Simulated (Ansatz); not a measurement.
## Electronic structure of ClFHOSV (SMILES [OH][V]([F])(=[S])[Cl]) in real space

```xyz
6

O    -0.4338   -0.0232    1.5688
V     0.2821   -0.1608   -0.2458
F     2.1464   -0.4719   -0.1204
S    -0.5014   -1.6773   -1.1874
Cl   -0.0888    1.8021   -1.4696
H    -1.3623    0.4672    1.4081
```

Computed with SCF B97M-V, Gaussian basis in Ansatz.

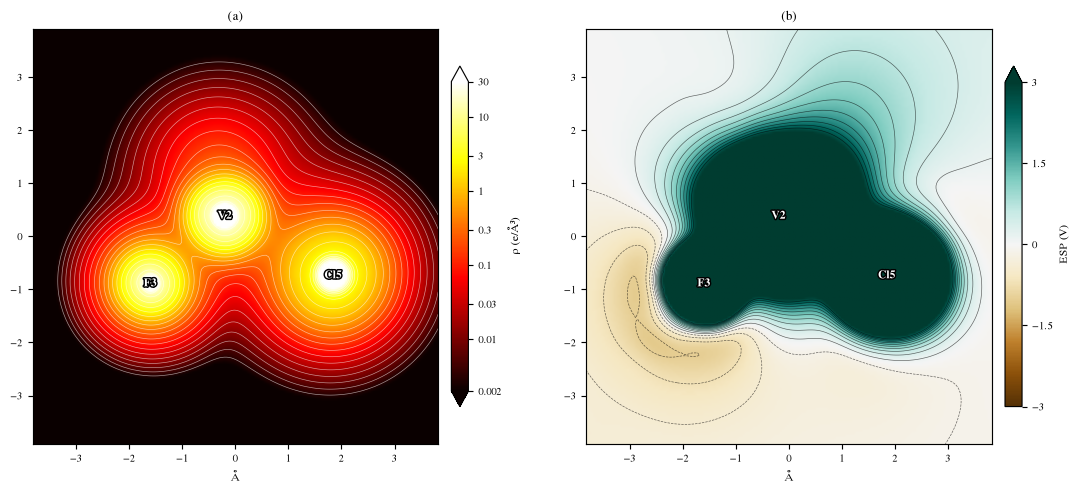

Figure 1. (a) electron density; (b) electrostatic potential on the plane of atoms F3, V2 and Cl5.

Q: What does the map show?

A:
- Atoms in the plane: V, F and Cl.
- V–F (1.89 Å): the density is about 0.7 e/Å³ at the midpoint.
- V–Cl (2.34 Å): the density is about 0.5 e/Å³ at the midpoint.
- Outside the dense part of the molecule the potential is most negative (−1.1 V) near F3.

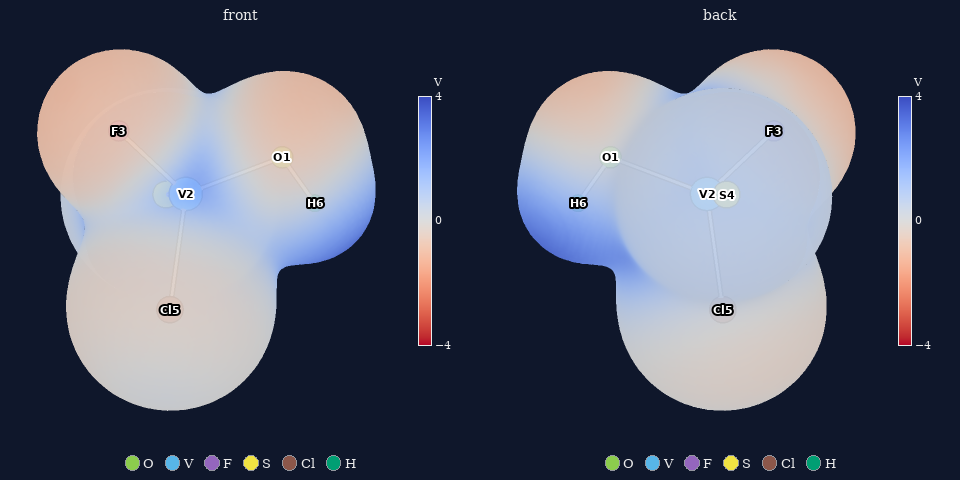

Figure 2. The electrostatic potential painted on the density surface at 0.002 e/bohr³, seen from the front and from behind; red is negative and blue positive.

Q: Where is the surface potential most negative and most positive?

A: The most negative region (about −1.0 V) lies over F3, the most positive (about +3.1 V) over H6.

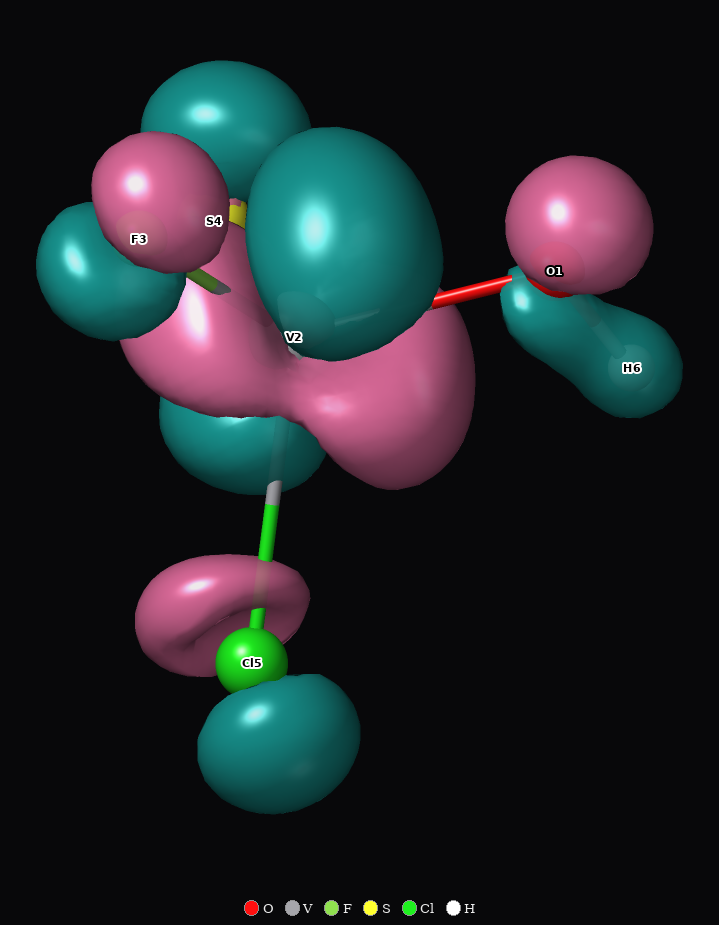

Figure 3. The LUMO at ±0.1 Å⁻³ᐟ² (teal and pink are the two phases), seen across its widest extent.

Q: Where does this orbital lie, and at what energy?

A: Its weight (Hirshfeld) is mainly on V2 (about 75 %) and F3 (about 5 %). Its energy is −5.75 eV.

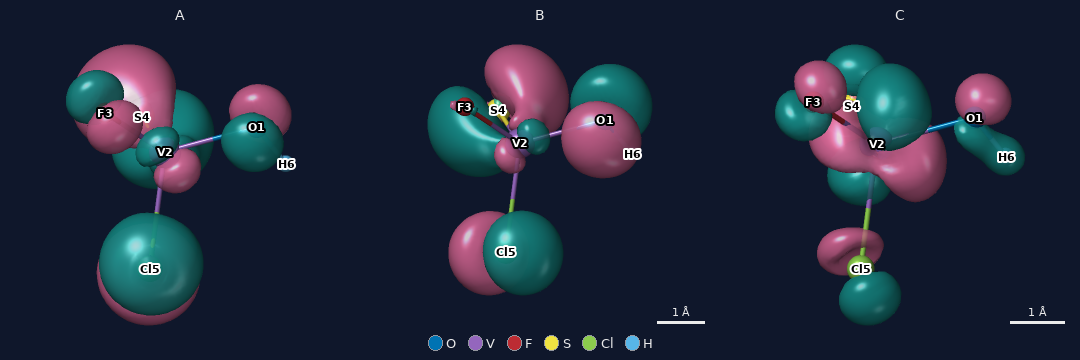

Figure 4. Three frontier orbitals at ±0.1 Å⁻³ᐟ² (teal and pink are the two phases), in no order.

Q: Order the three orbitals by energy and name them.

A: A is the HOMO−1 (−8.35 eV). Its weight (Hirshfeld) is mainly on S4 (about 35 %), Cl5 (about 35 %), V2 (about 15 %), F3 (about 10 %) and O1 (about 5 %); largely a combination of lone pairs on S4, Cl5, F3 and O1. B is the HOMO (−8.02 eV). It lies mainly on O1 (about 35 %), S4 (about 35 %), Cl5 (about 20 %) and V2 (about 10 %); largely a combination of lone pairs on O1, S4 and Cl5. C is the LUMO (−5.75 eV). Its weight (Hirshfeld) is mainly on V2 (about 75 %) and F3 (about 5 %).

Q: What is the HOMO–LUMO gap?

A: 2.27 eV between the orbital energies.
